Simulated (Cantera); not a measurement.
A closed system holds: 1 mol SiCl4, a varied amount of O2, held at 1225 K and 10.5 Torr.

Equilibrium computed with Cantera from the NASA thermochemical tables; the gas is ideal and each condensed phase is pure. Candidate condensed phases: Si, SiO2; 15 gas species. The tables hold silica as quartz up to 1696 K and as liquid above; real silica turns to tridymite and cristobalite and melts near 1996 K. The numbers say what is thermodynamically allowed, not how fast it happens.

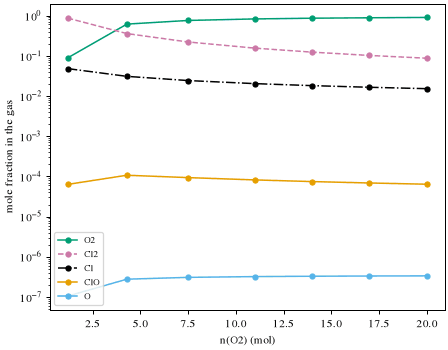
Figure: Equilibrium gas composition (values under 1e-9 drawn at 1e-9)

From 1.2 mol O2 to 20 mol O2 the condensed part is SiO2(β-quartz).
